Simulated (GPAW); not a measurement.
C (Fd-3m): refractive index against wavelength

The refractive index of C (Fd-3m) below the direct gap (5.55 eV on the mesh) is read from one computed spectrum, n = √(Re ε).

The structure is cubic, space group Fd-3m (No. 227). The conventional cell has a = 3.567 Å, b = 3.567 Å, c = 3.567 Å, α = 90.00°, β = 90.00°, γ = 90.00°. C on site a has 4 C at 1.54 Å as nearest neighbours.

Method: GPAW 26.7.0, LDA, RPA, k-mesh 17×17×17, local fields up to 50 eV, Lorentzian half width 0.15 eV.

Launch of the response step: `OMP_NUM_THREADS=1 python df.py`. The run took 17 s, its band step included, on 1 thread of Arm Neoverse V2, with other jobs on the host.

| wavelength (nm) | photon energy E (eV) | n |
| --- | --- | --- |
| 850 | 1.459 | 2.4310 |
| 700 | 1.771 | 2.4407 |
| 633 | 1.959 | ? |
| 532 | 2.331 | 2.4636 |
| 450 | 2.755 | 2.4865 |
| 405 | 3.061 | 2.5064 |
| 365 | 3.397 | 2.5320 |

In the single-oscillator model n² − 1 = E₀E_d/(E₀² − E²), so 1/(n² − 1) = E₀/E_d − E²/(E₀E_d) is linear in E².

Working, on the rows shown:

| x = E² (eV²) | y = 1/(n² − 1) |
| --- | --- |
| 2.12762 | 0.203676 |
| 3.13716 | 0.201734 |
| 5.43137 | 0.197265 |
| 7.59115 | 0.19295 |
| 9.37179 | 0.189321 |
| 11.5384 | 0.184808 |

Means: x̄ = 6.5329, ȳ = 0.19496. Σ(x − x̄)(y − ȳ) = -0.1329, Σ(x − x̄)² = 66.39. Slope = -0.1329 / 66.39 = -0.002002; intercept = ȳ − slope · x̄ = 0.20804. Turned back into n, the line misses the rows shown by at most 0.00076.

Problem. Predict the last column of the withheld row from the fit.

Solution. At x = 3.8364 the line gives y = 0.20036, that is 2.4477. The run gave 2.4476, so the interpolation is off by 7.1e-05, 0.1 % of the range in the table.

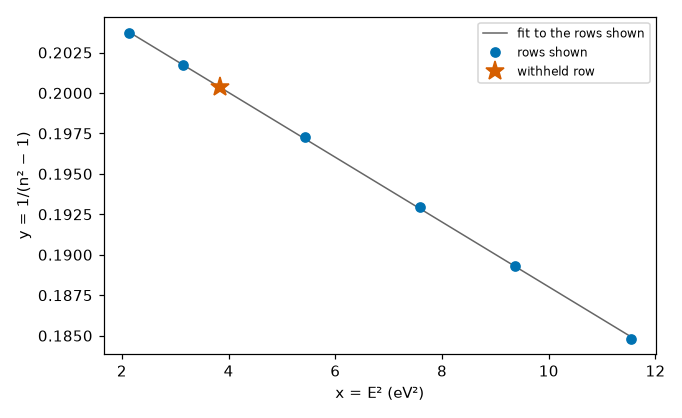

Refitted with all rows, the slope is -0.002002 and the intercept 0.20804. These give E₀ = √(intercept/−slope) = 10.19 eV and E_d = E₀/intercept = 49.0 eV; E₀ is 1.8 times the direct gap. The electronic limit at long wavelengths, without lattice vibrations, is n = √(1 + 1/intercept) = 2.410. Excitons are left out; LDA gaps are as a rule too small. The values come from a sum over the points of one k-mesh and carry its error, which grows as the direct gap shrinks. The local-field cutoff holds few shells of reciprocal vectors for this small cell, so ε∞ can read a few per cent high.
